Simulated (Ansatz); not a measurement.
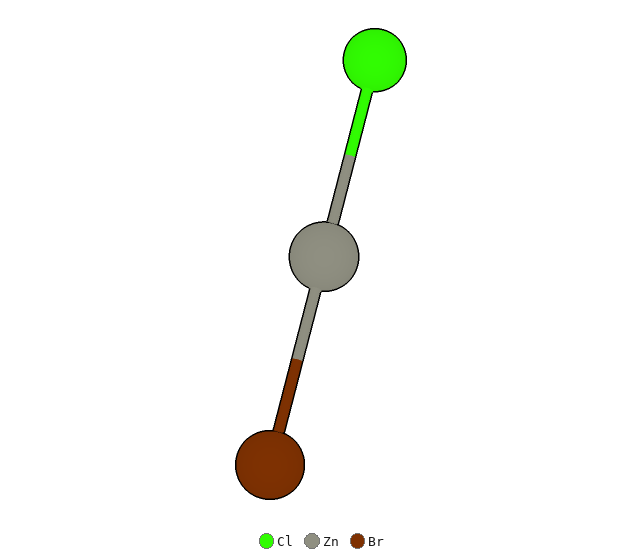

A molecule with one transition-metal atom. Charge 0, singlet. The computed structure is the end point of a PBE-D4/def2-SVP optimisation. No frequency run is at hand to confirm it as a minimum.

Question: Describe the coordination sphere.

Answer: Zn binds 2 atoms: 1 Cl at 2.11 Å, 1 Br at 2.23 Å. The arrangement is linear.

Question: What are the formal oxidation state of the metal and its number of d electrons?

Answer: Zn(II), d¹⁰, counting the ligands as closed-shell ions or neutral donors.
